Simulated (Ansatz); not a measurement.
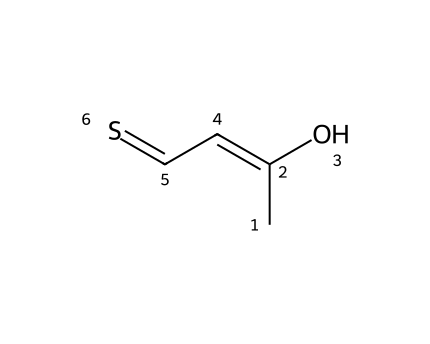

A structural formula, with wedges where it has stereocentres; small numbers name the atoms. The configuration is that of a computed structure (PBE-D4/def2-SVP).

Question: What are the Cahn–Ingold–Prelog descriptors?

Answer: C2=C4: E.

Question: Give a SMILES with the stereochemistry.

Answer: C/C(O)=C\C=S
